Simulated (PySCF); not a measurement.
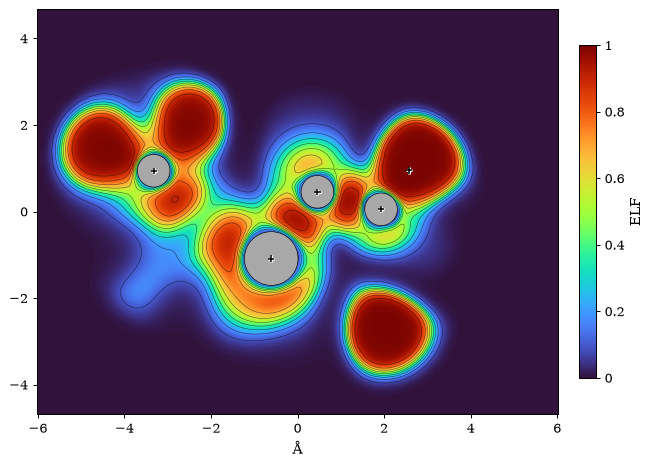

The electron localisation function on a plane through atoms (crosses mark nuclei in the plane; grey discs cover the cores).

Computed with PBE0/pcSseg-1, SCF density, gas phase, non-relativistic in PySCF.

Candidates:
A. C5H13OPSi (SMILES C[SiH2]P1CCOCC1)
B. C6H11B

**Which system is this?**

Candidate A: C5H13OPSi on the plane of atoms P3, C8 and C7, which holds C, P and H. C–C (1.52 Å): the ELF peaks at about 0.95 between the atoms; a shared electron pair. C–P (1.87 Å): the ELF peaks at about 0.95 between the atoms: a shared electron pair.
